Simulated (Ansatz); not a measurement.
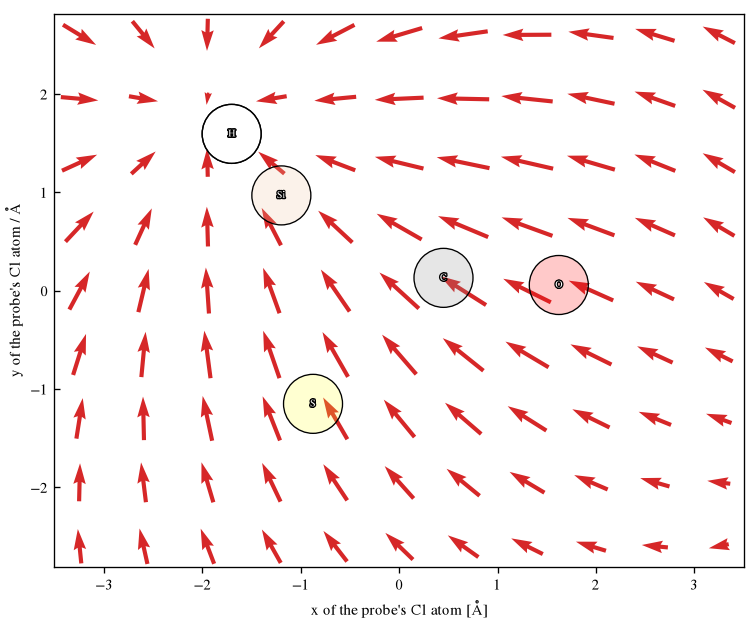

CH₂OSSi (SMILES O=C1[SiH2]S1) with the probe Cl-. The probe is moved over a plane parallel to the molecule's main plane, 4.33 Å above it. Coordinates scanned: (1) x of the probe's Cl atom; (2) y of the probe's Cl atom. Nothing is relaxed (molecule and probe rigid). Grid: 11 × 9 points. These are results of RKS BHLYP-D4/def2-SVPD in Ansatz, not measurements.

Drawn: arrows along the force (downhill), their lengths compressed, labelled circles for the molecule's atoms, projected on the plane.

The arrows alone are given. Where is the energy lowest?

The arrows converge at about x of the probe's Cl atom = −1.95 Å, y of the probe's Cl atom = 1.86 Å (read from the interpolated surface).

The energy map of the same scan:

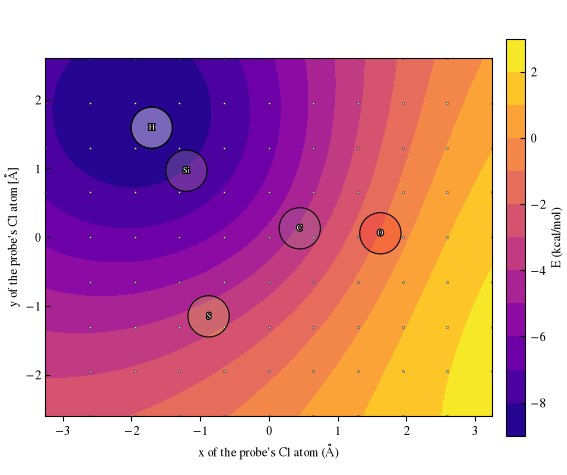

Energies are in kcal/mol, from molecule and probe far apart, each relaxed in its own basis (no counterpoise correction); between grid points the surface is interpolated.
